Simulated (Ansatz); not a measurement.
# BSi2H6O (charge +1): geometry relaxation (part 2 of 2)

BSi2H6O, charge +1, SMILES [SiH2+]BO[SiH3]; RKS revPBE/6-31G (Ansatz 0.2.0). It belongs to a series of runs on one base structure; here: start relaxed.

Geometry of the input (Å):
```
Si -1.6079  1.7300  0.1948
B  0.2275  0.9520  -0.1081
O  0.3307  -0.3316  -0.0274
Si 1.1056  -1.8115  -0.0760
H  -2.2612  2.7942  -0.5788
H  -2.6137  1.3154  1.1847
H  1.1436  1.6555  -0.3583
H  0.2710  -2.4770  -1.0701
H  0.9100  -2.2151  1.3116
H  2.4944  -1.6119  -0.4725
```

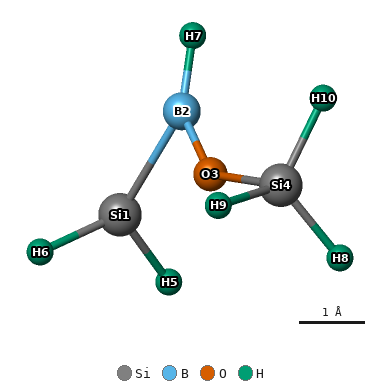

**Figure 1.** The geometry at step 13 of the log (ball-and-stick view, seen at a tilt; atoms are numbered from 1 in the order of the input).

### Trajectory as extended XYZ, continued
```
10
Properties=species:S:1:pos:R:3:forces:R:3 step=5 energy=-18561.61562
Si   -1.6660    1.8647    0.1932   -0.0658  -0.1001   0.0344
B     0.2711    1.0039   -0.0553   -0.0562   0.3026  -0.0734
O     0.2168   -0.3225   -0.0219   -0.0572  -0.2647   0.0310
Si    1.1279   -1.9177   -0.1055    0.0335   0.2484  -0.0093
H    -2.4061    2.7595   -0.7947    0.0437  -0.0681   0.0497
H    -2.5930    1.5312    1.3564    0.0503   0.0545  -0.0673
H     1.1708    1.7738   -0.2308    0.1244  -0.0781   0.0241
H     0.3539   -2.6815   -1.1436    0.0486  -0.0042   0.0379
H     0.9728   -2.4286    1.3004    0.0246  -0.0397  -0.0607
H     2.5518   -1.5827   -0.4983   -0.1458  -0.0505   0.0335
10
Properties=species:S:1:pos:R:3:forces:R:3 step=6 energy=-18561.63769
Si   -1.6644    1.8665    0.1967    0.1390   0.0428  -0.0359
B     0.2749    0.9983   -0.0402   -0.0417   0.0591   0.0338
O     0.1407   -0.3321   -0.0129   -0.0420  -0.1022   0.0141
Si    1.1163   -1.8962   -0.1149   -0.0648   0.1996  -0.0102
H    -2.4297    2.6654   -0.8546    0.0421  -0.1180   0.0600
H    -2.5695    1.6287    1.3977    0.0643  -0.0110  -0.0680
H     1.2504    1.6849   -0.1822   -0.1023  -0.0107   0.0157
H     0.3800   -2.6791   -1.1619    0.0249  -0.0119  -0.0102
H     0.9870   -2.4545    1.2731    0.0180  -0.0091  -0.0105
H     2.5143   -1.4819   -0.5007   -0.0375  -0.0387   0.0113
10
Properties=species:S:1:pos:R:3:forces:R:3 step=7 energy=-18561.64745
Si   -1.6225    1.8976    0.2089   -0.1935  -0.0477  -0.3068
B     0.2796    0.9979    0.0012    0.1254   0.0102   0.0316
O     0.0475   -0.3313    0.0058    0.1103   0.1920  -0.0232
Si    1.0880   -1.8635   -0.1316   -0.1016   0.0178   0.0145
H    -2.4588    2.4962   -0.9479    0.2462  -0.1859   0.3524
H    -2.5034    1.7154    1.4386    0.0813   0.0511  -0.0838
H     1.3077    1.6188   -0.1120   -0.2186  -0.1157   0.0223
H     0.4007   -2.6647   -1.1962   -0.0222   0.0186  -0.0252
H     0.9903   -2.4681    1.2388   -0.0071   0.0175   0.0131
H     2.4708   -1.3983   -0.5055   -0.0200   0.0421   0.0053
10
Properties=species:S:1:pos:R:3:forces:R:3 step=8 energy=-18561.66352
Si   -1.6139    1.8652    0.2016   -0.1336   0.0815  -0.1569
B     0.2938    1.0088    0.0087    0.0876   0.0815  -0.0104
O     0.0626   -0.3179    0.0068    0.0106   0.0681  -0.0104
Si    1.0732   -1.8605   -0.1336   -0.0235   0.0328   0.0122
H    -2.4531    2.4380   -0.9506    0.1522  -0.1616   0.2113
H    -2.4816    1.7234    1.4427    0.0585  -0.0028  -0.0652
H     1.3140    1.6348   -0.1052   -0.1296  -0.0855   0.0302
H     0.3812   -2.6422   -1.2105   -0.0110   0.0057  -0.0008
H     0.9675   -2.4606    1.2383   -0.0093  -0.0116  -0.0083
H     2.4564   -1.3890   -0.4981   -0.0017  -0.0081  -0.0018
10
Properties=species:S:1:pos:R:3:forces:R:3 step=9 energy=-18561.68604
Si   -1.5821    1.8420    0.1974   -0.1233   0.0135  -0.0420
B     0.3329    1.0551    0.0221    0.1393   0.1893   0.0194
O     0.0805   -0.2665    0.0060   -0.1295  -0.0224  -0.0017
Si    1.0366   -1.8363   -0.1384    0.0267  -0.0547  -0.0239
H    -2.4612    2.2447   -0.9781    0.0454  -0.0747   0.0644
H    -2.4248    1.7192    1.4529    0.0324  -0.0073  -0.0254
H     1.3560    1.6667   -0.0653    0.0066  -0.0298   0.0038
H     0.3266   -2.5841   -1.2299    0.0097   0.0167   0.0172
H     0.9051   -2.4545    1.2239   -0.0062   0.0059  -0.0158
H     2.4305   -1.3862   -0.4907   -0.0013  -0.0365   0.0042
10
Properties=species:S:1:pos:R:3:forces:R:3 step=10 energy=-18561.70956
Si   -1.5575    1.8202    0.1930   -0.1415  -0.0165  -0.1451
B     0.3809    1.1092    0.0469    0.0721   0.1565  -0.0825
O     0.0825   -0.2072    0.0038   -0.1260  -0.0164   0.0208
Si    0.9962   -1.8090   -0.1481    0.0479  -0.0686  -0.0012
H    -2.4792    2.0478   -1.0070    0.1543  -0.0833   0.1792
H    -2.3721    1.7117    1.4654    0.0049  -0.0171  -0.0074
H     1.4199    1.6882   -0.0279    0.0423   0.0120   0.0367
H     0.2797   -2.5299   -1.2529   -0.0080   0.0318   0.0175
H     0.8435   -2.4365    1.2079   -0.0259   0.0145  -0.0165
H     2.4060   -1.3945   -0.4812   -0.0203  -0.0130  -0.0015
10
Properties=species:S:1:pos:R:3:forces:R:3 step=11 energy=-18561.73908
Si   -1.5289    1.7912    0.1946   -0.0976  -0.1438  -0.2183
B     0.4326    1.1772    0.0285    0.0619   0.1479   0.1239
O     0.0961   -0.1347   -0.0119   -0.1429  -0.0414  -0.0156
Si    0.9519   -1.7807   -0.1482    0.0292  -0.0158  -0.0417
H    -2.4642    1.8533   -1.0112    0.1411  -0.0290   0.1618
H    -2.3305    1.6486    1.4712    0.0391  -0.0064   0.0091
H     1.4868    1.7289    0.0070    0.0437   0.0355  -0.0473
H     0.2167   -2.4681   -1.2621   -0.0076   0.0296   0.0240
H     0.7627   -2.4043    1.2049   -0.0295   0.0351  -0.0103
H     2.3768   -1.4115   -0.4728   -0.0375  -0.0118   0.0143
10
Properties=species:S:1:pos:R:3:forces:R:3 step=12 energy=-18561.77710
Si   -1.5024    1.7305    0.1804   -0.0292  -0.1696  -0.1813
B     0.4879    1.2526    0.0492   -0.0023   0.2386  -0.0555
O     0.1076   -0.0532   -0.0168   -0.1294  -0.1825   0.0329
Si    0.9021   -1.7444   -0.1538    0.0048   0.0275   0.0015
H    -2.4399    1.6602   -1.0259    0.2074  -0.0039   0.2074
H    -2.2669    1.5659    1.4770    0.0233  -0.0327  -0.0246
H     1.5529    1.7829    0.0250    0.0261   0.0151   0.0087
H     0.1408   -2.4028   -1.2672   -0.0095   0.0521   0.0060
H     0.6736   -2.3572    1.1982   -0.0220   0.0443  -0.0063
H     2.3443   -1.4345   -0.4661   -0.0692   0.0110   0.0112
10
Properties=species:S:1:pos:R:3:forces:R:3 step=13 energy=-18561.83128
Si   -1.4583    1.6394    0.1771   -0.0019  -0.2118  -0.1806
B     0.5485    1.3344    0.0299   -0.0601   0.3484   0.0754
O     0.1176    0.0321   -0.0196   -0.1550  -0.1631   0.0216
Si    0.8340   -1.6952   -0.1450    0.0384  -0.0274  -0.0257
H    -2.3694    1.4786   -1.0355    0.1840   0.0311   0.1886
H    -2.1974    1.4000    1.4775    0.0727  -0.0117  -0.0569
H     1.6258    1.8399    0.0225    0.0106  -0.0308  -0.0445
H     0.0453   -2.3076   -1.2664    0.0045   0.0329   0.0243
H     0.5661   -2.2845    1.2105   -0.0151   0.0346  -0.0210
H     2.2876   -1.4371   -0.4509   -0.0781  -0.0022   0.0188
10
Properties=species:S:1:pos:R:3:forces:R:3 step=14 energy=-18561.86853
Si   -1.4073    1.5139    0.1649   -0.1776  -0.0209  -0.0583
B     0.5953    1.4374    0.0340   -0.0837   0.3108   0.0141
O     0.1108    0.1288   -0.0042    0.1990  -0.5141  -0.0242
Si    0.7628   -1.6504   -0.1366   -0.0103   0.1435   0.0019
H    -2.2809    1.3120   -1.0592    0.1199   0.0572   0.1538
H    -2.0988    1.2281    1.4786    0.0407   0.0213  -0.0887
H     1.6869    1.9110    0.0019   -0.0084  -0.0958  -0.0214
H    -0.0513   -2.2196   -1.2632    0.0037   0.0503   0.0255
H     0.4590   -2.2229    1.2183   -0.0127   0.0381  -0.0177
H     2.2235   -1.4382   -0.4344   -0.0707   0.0096   0.0150
10
Properties=species:S:1:pos:R:3:forces:R:3 step=15 energy=-18561.85611 accepted=F
Si   -1.4042    1.4700    0.1682    0.0540   0.0417  -0.1133
B     0.6034    1.4220    0.0320   -0.3755  -0.1835  -0.0013
O     0.1299    0.0878   -0.0010    0.0052   0.8942   0.0465
Si    0.7620   -1.6299   -0.1316    0.0905  -0.4103  -0.0350
H    -2.2750    1.3173   -1.0645    0.1189  -0.0063   0.1618
H    -2.0959    1.1986    1.4805    0.0200  -0.0198  -0.0486
H     1.6968    1.8886   -0.0230   -0.0066  -0.0780  -0.0012
H    -0.0698   -2.1637   -1.2623    0.0707  -0.0774   0.0225
H     0.4320   -2.1818    1.2255    0.0491  -0.0770  -0.0407
H     2.2208   -1.4088   -0.4237   -0.0264  -0.0838   0.0091
10
Properties=species:S:1:pos:R:3:forces:R:3 step=16 energy=-18561.87619
Si   -1.4076    1.5050    0.1695   -0.0541  -0.0731  -0.0269
B     0.5903    1.4561    0.0298    0.1077  -0.0433  -0.0075
O     0.1400    0.1253   -0.0033    0.0219   0.0018  -0.0002
Si    0.7594   -1.6493   -0.1336    0.0593   0.1158  -0.0061
H    -2.2759    1.3067   -1.0487    0.0447   0.0342   0.0389
H    -2.0968    1.2021    1.4750    0.0177   0.0205  -0.0109
H     1.6861    1.9306   -0.0176   -0.1373  -0.0785  -0.0042
H    -0.0547   -2.1979   -1.2678   -0.0141   0.0175   0.0043
H     0.4357   -2.2153    1.2173   -0.0180   0.0090   0.0048
H     2.2235   -1.4634   -0.4206   -0.0278  -0.0039   0.0079
10
Properties=species:S:1:pos:R:3:forces:R:3 step=17 energy=-18561.87856
Si   -1.4077    1.5033    0.1746   -0.0313  -0.0450  -0.0007
B     0.5871    1.4435    0.0224   -0.0780  -0.0881   0.0024
O     0.1269    0.1162   -0.0025    0.0414   0.0767  -0.0006
Si    0.7654   -1.6433   -0.1323   -0.0134   0.0234   0.0023
H    -2.2782    1.3194   -1.0402    0.0074   0.0180   0.0005
H    -2.0925    1.2081    1.4827    0.0083   0.0166   0.0025
H     1.6804    1.9001   -0.0397    0.0571   0.0190  -0.0059
H    -0.0334   -2.1888   -1.2773   -0.0073  -0.0100  -0.0137
H     0.4233   -2.2147    1.2109   -0.0044  -0.0111   0.0139
H     2.2286   -1.4437   -0.3986    0.0202   0.0004  -0.0007
10
Properties=species:S:1:pos:R:3:forces:R:3 step=18 energy=-18561.87423 accepted=F
Si   -1.4109    1.4729    0.1765    0.0492   0.2191   0.0034
B     0.5849    1.4407    0.0170   -0.0491   0.1866   0.0108
O     0.1352    0.1142   -0.0063   -0.0860  -0.1956   0.0002
Si    0.7676   -1.6441   -0.1324    0.0476  -0.0516  -0.0063
H    -2.2898    1.3413   -1.0382    0.0141  -0.0746   0.0040
H    -2.0924    1.2301    1.4961    0.0139  -0.0746  -0.0099
H     1.6744    1.9105   -0.0491    0.0234  -0.0280  -0.0044
H    -0.0177   -2.1922   -1.2862   -0.0123   0.0072  -0.0067
H     0.4137   -2.2214    1.2059   -0.0118   0.0044   0.0091
H     2.2350   -1.4520   -0.3833    0.0110   0.0070  -0.0002
10
Properties=species:S:1:pos:R:3:forces:R:3 step=19 energy=-18561.87902
Si   -1.4105    1.5007    0.1773    0.0150  -0.0051  -0.0017
B     0.5846    1.4424    0.0175   -0.0308  -0.0115   0.0016
O     0.1283    0.1156   -0.0042    0.0025   0.0180   0.0009
Si    0.7664   -1.6429   -0.1319    0.0054  -0.0185  -0.0015
H    -2.2837    1.3242   -1.0357   -0.0038   0.0000  -0.0043
H    -2.0882    1.2138    1.4899   -0.0014   0.0001   0.0064
H     1.6781    1.9020   -0.0498    0.0177   0.0017  -0.0026
H    -0.0216   -2.1891   -1.2861    0.0035   0.0059   0.0061
H     0.4124   -2.2200    1.2076   -0.0009   0.0060  -0.0087
H     2.2341   -1.4467   -0.3846   -0.0071   0.0034   0.0038
10
Properties=species:S:1:pos:R:3:forces:R:3 step=20 energy=-18561.87909
Si   -1.4105    1.4994    0.1783    0.0125   0.0035   0.0009
B     0.5840    1.4414    0.0155   -0.0074   0.0103  -0.0005
O     0.1281    0.1151   -0.0047   -0.0079  -0.0009   0.0012
Si    0.7670   -1.6433   -0.1319    0.0012  -0.0082   0.0001
H    -2.2855    1.3245   -1.0336   -0.0041  -0.0033  -0.0029
H    -2.0860    1.2148    1.4928   -0.0009  -0.0023   0.0027
H     1.6782    1.9002   -0.0545    0.0057  -0.0004  -0.0008
H    -0.0174   -2.1872   -1.2893    0.0041   0.0013   0.0023
H     0.4070   -2.2203    1.2057    0.0001   0.0010  -0.0051
H     2.2352   -1.4445   -0.3782   -0.0032  -0.0009   0.0020
```
